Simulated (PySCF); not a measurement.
## A study: C$_{3}$H$_{9}$Bi, SMILES `C[Bi](C)C`

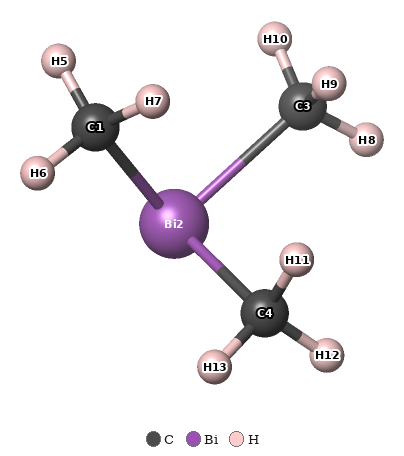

The molecule, with its atoms numbered as below. No frequency check shows the geometry to be a minimum.

Geometry (Å), atoms numbered from 1:

```
C1       1.8532    0.3202   -0.9400
Bi2      0.0002   -0.0001    0.3278
C3      -1.2046    1.4455   -0.9371
C4      -0.6502   -1.7653   -0.9383
H5       2.2860    1.2889   -0.7299
H6       2.5875   -0.4495   -0.7240
H7       1.5761    0.2723   -1.9832
H8      -2.2596    1.3357   -0.7259
H9      -1.0258    1.2306   -1.9808
H10     -0.9026    2.4632   -0.7312
H11     -0.5547   -1.5019   -1.9817
H12     -1.6824   -2.0128   -0.7314
H13     -0.0274   -2.6243   -0.7287
```

## 1. Bonding charge

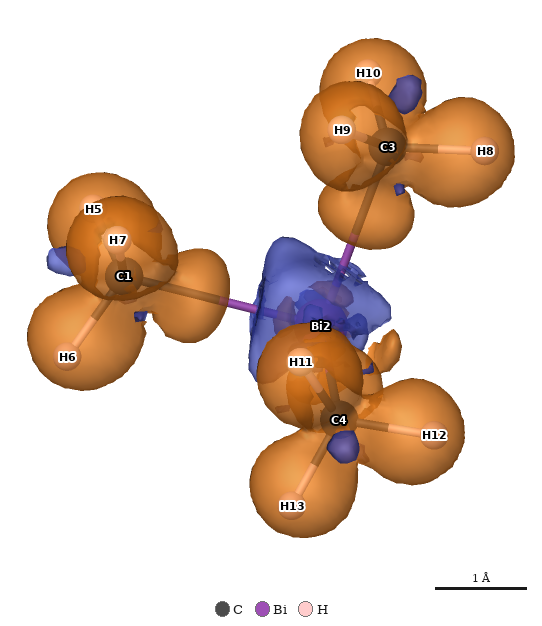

Deformation density (molecule less spherical, spin-averaged free atoms at the same positions), surfaces at ±0.07 e/Å³; orange: gain, blue: loss.

Method: B3LYP/def2-TZVP; geometry: GFN2-xTB; program: PySCF. Core potentials replace the inner electrons of Bi; spin–orbit coupling isn't included.

**Describe the bonding that the map shows.**

C1–H7, C4–H11 and C3–H9: +0.71 e/Å³ at the bond critical point (bond length 1.08 Å, Mayer order 1.0). C3–H10, C4–H12, C1–H5, C4–H13 and 2 more like them: +0.70 e/Å³ at the bond critical point (bond length 1.08 Å, Mayer order 1.0). Bi2–C3, Bi2–C4 and C1–Bi2: +0.13 e/Å³ at the bond critical point (bond length 2.27 Å, Mayer order 0.9). In all, 2.8 electrons gather in the regions of gain relative to the promolecule. A small or negative value marks a very polar bond, one between electron-rich atoms, whose free-atom densities already overlap strongly, a long bond to a heavier atom, or a closed-shell contact such as a hydrogen bond.

**Where do the Hirshfeld charges lie?**

The highest Hirshfeld charge is on Bi2 (+0.38 e), the lowest on C1, C3 and C4 (−0.21 e).

```csv
atom,charge (e)
C1,−0.21
Bi2,+0.38
C3,−0.21
C4,−0.21
H5,+0.03
H6,+0.03
H7,+0.03
H8,+0.03
H9,+0.03
H10,+0.03
H11,+0.03
H12,+0.03
H13,+0.03
```

## 2. Local ionisation energy

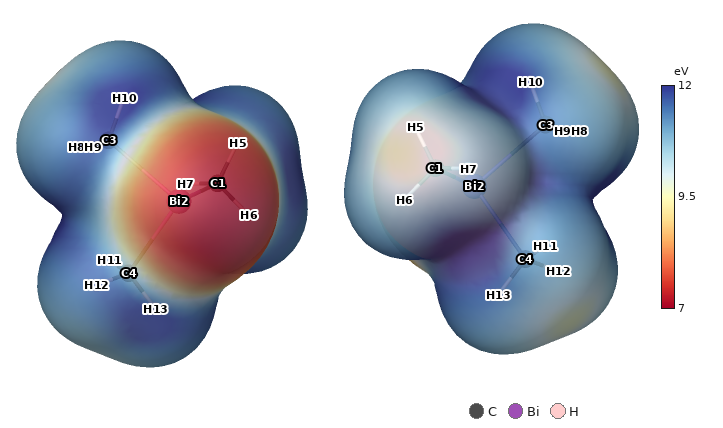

Average local ionisation energy on the surface of electron density 0.001 a.u. (back view left, front view right).

**Locate the minima of the map.**

The lowest value is 7.1 eV, 2.6 Å from Bi2. Further minima include 9.5 eV, near H6 (1.89 Å), H5 (1.92 Å), H7 (2.01 Å) and C1 (2.02 Å), and at like points elsewhere. For comparison, the highest occupied orbital lies at −6.5 eV.

## 3. Excited states

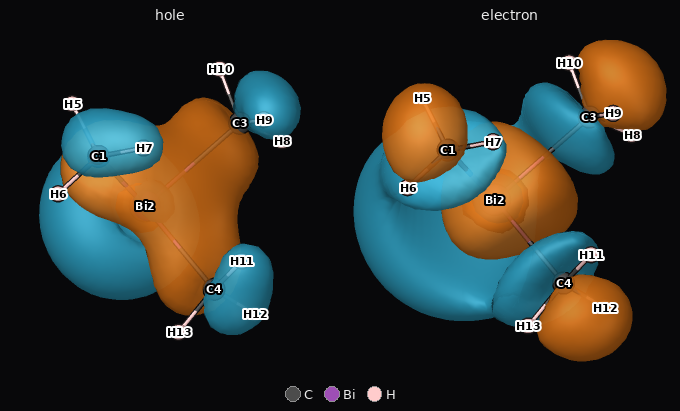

Leading natural transition orbital pair of S₄ (full linear response singlet states); the surfaces enclose about 78 % of each orbital's density.

Computed with PySCF, B3LYP/def2-SVP, geometry: GFN2-xTB. Core potentials replace the inner electrons of Bi; spin–orbit coupling isn't included. Without diffuse functions Rydberg states are missing, so the states' numbers hold for this basis only.

**Give its energy and the atoms that hole and electron lie on.**

6.86 eV (181 nm), f = 0.013; the leading pair carries 65 %; hole on Bi2 (49 %) and C1, C3 and C4 (12 % each), electron on Bi2 (57 %) and C1, C3 and C4 (9 % each) (shares are of the whole state, not of the leading pair alone); their centroids lie 0.4 Å apart. In canonical orbitals it is mainly HOMO → LUMO+2 (65 %). The HOMO–LUMO gap is 6.62 eV.

## 4. In an electric field

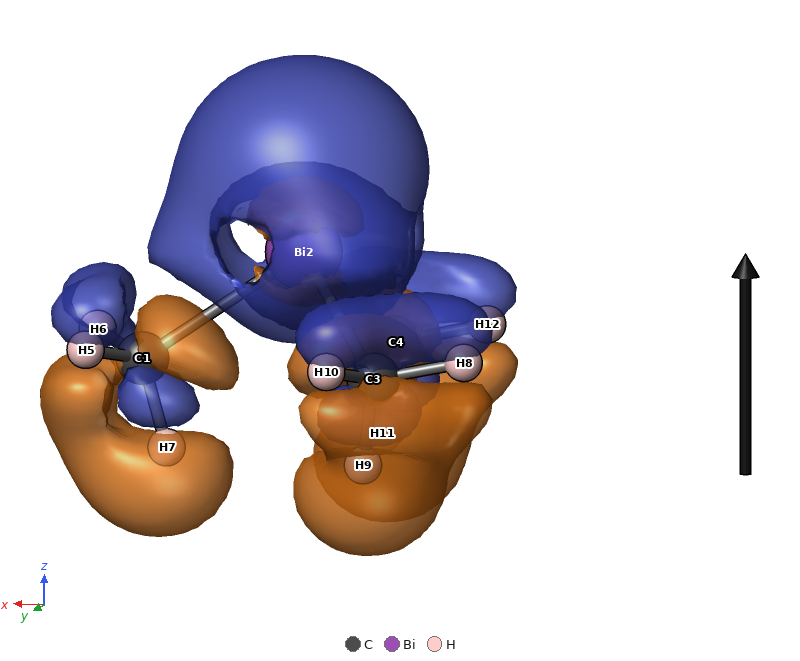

Change of the electron density in a uniform field of 0.26 V/Å along +z (arrow), surfaces at ±0.0015 e/Å³ (orange: gain, blue: loss).

Computed with PySCF, B3LYP/def2-SVPD, geometry: GFN2-xTB. Core potentials replace the inner electrons of Bi; spin–orbit coupling isn't included.

**How large is the response?**

The induced dipole is 1.08 D (along the field); α along this axis, from the fields in both directions, is 86 bohr³ (12.7 Å³).

**Which atoms gain and lose the most charge?**

Electrons gather most on H7, H9 and H11 alike (Hirshfeld charge changes by −0.011 e) and leave Bi2 most (+0.049 e); 0.090 electrons are displaced in all.

## 5. Removing or adding an electron

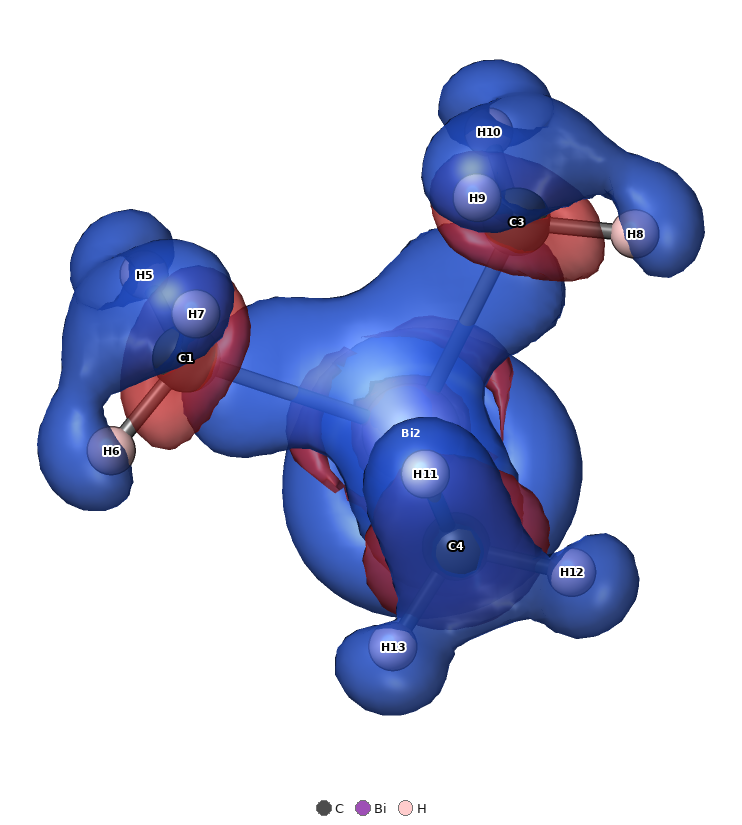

Fukui function f⁻ = ρ(N) − ρ(N−1) at fixed geometry, surfaces at ±0.015 e/Å³ (blue positive, red negative).

Level of theory: PBE/def2-SVP (PySCF), at a geometry from GFN2-xTB. Core potentials replace the inner electrons of Bi; spin–orbit coupling isn't included.

**On which atoms does the density change most on removal of an electron?**

f⁻ (Hirshfeld-condensed) is largest on Bi2 (0.40); the vertical ionisation energy is 8.40 eV. Condensed values hint at sites of electrophilic attack but needn't mark the atom that reacts. Orbital relaxation makes it negative in places (0.17 e in all).

The PySCF runs shown took 59 s, 13 min, 94 s and 12 min on 1 thread of Arm Neoverse N1, with other jobs on the host.
